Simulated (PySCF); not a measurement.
Ga(F)(Br)(OH), SMILES [OH][Ga]([F])[Br] (HBrFGaO), CAM-B3LYP/def2-SVP optimised geometry. Atoms within 1.6 Å of the plane z = 1.0 Å (x, y, z in Å): Ga1 (-0.18, -0.01, 0.00), F2 (-1.04, 1.50, 0.00), Br3 (2.07, -0.01, 0.00), O4 (-1.11, -1.50, 0.01), H5 (-2.07, -1.37, 0.00).

Calculation: CAM-B3LYP/def2-TZVP (PySCF 2.14.0).

Map of the Laplacian of the electron density (e/bohr⁵) on the plane z = 1.0 Å:

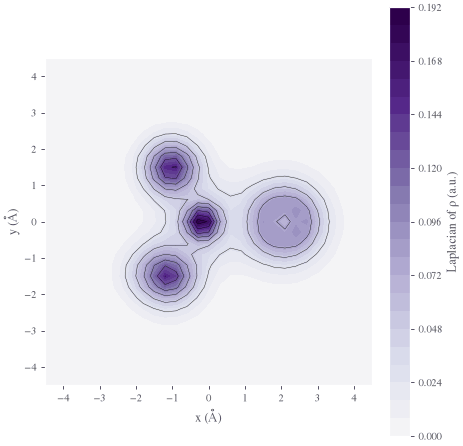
Figure: Laplacian of the electron density (e/bohr⁵) on the plane z = 1.0 Å.
